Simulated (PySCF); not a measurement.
System: C$_{4}$H$_{6}$OSe (SMILES C=CC(=[Se])OC).

The calculation's input:

```
{"job": {"kind": "uv", "xc": "PBE0", "basis": "def2-SVPD", "nstates": 6, "ntriplets": 2}, "charge": 0, "multiplicity": 1}
C      2.060957    -0.259157    -0.803131
C      1.519529     0.413214     0.211318
C      0.105652     0.410693     0.521980
Se    -0.508742     1.354194     1.917213
O     -0.651251    -0.316162    -0.280351
C     -2.040551    -0.368989    -0.041928
H      3.119078    -0.228035    -0.996449
H      1.457668    -0.857316    -1.464946
H      2.124747     1.013806     0.874972
H     -2.459389    -1.013197    -0.811557
H     -2.246349    -0.780068     0.950206
H     -2.480151     0.630332    -0.103354
```

Run with:

```sh
OMP_NUM_THREADS=1 python probes_run.py task.json out
```

Geometry: GFN2-xTB.

All numbers below come from PBE0/def2-SVPD, SCF density, gas phase (PySCF).

**Predict the electron density and electron localisation function between the atoms.**

C–O (1.32 Å): the density is about 2.5 e/Å³ at the midpoint; the ELF peaks at about 0.90 between the atoms: a shared but strongly polarised pair.
C–C (1.33 Å): the density is about 2.3 e/Å³ at the midpoint; the ELF peaks at about 0.95 between the atoms: a multiple bond.
C–Se (1.79 Å): the density is about 1.3 e/Å³ at the midpoint; the ELF peaks at about 0.90 between the atoms; a covalent bond.
C–H (1.08 Å): ρ at the midpoint is about 2 e/Å³; the ELF climbs to about 1 towards the hydrogen, as it does in any bond to H (a covalent bond by its length).

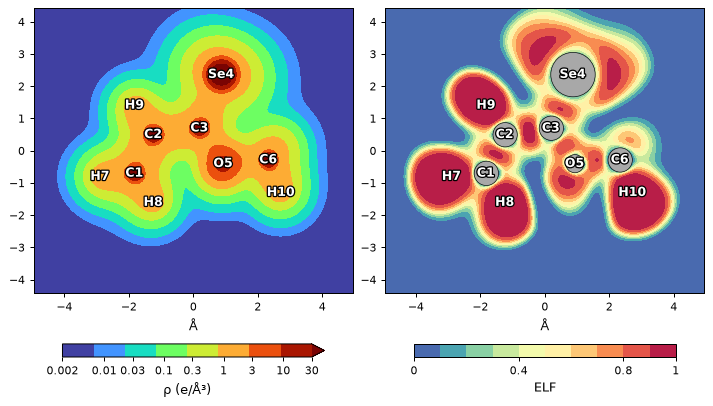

Computed electron density and electron localisation function on the plane of atoms C2, C1 and H7, in this order. Grey discs cover the atomic cores in the ELF map. 
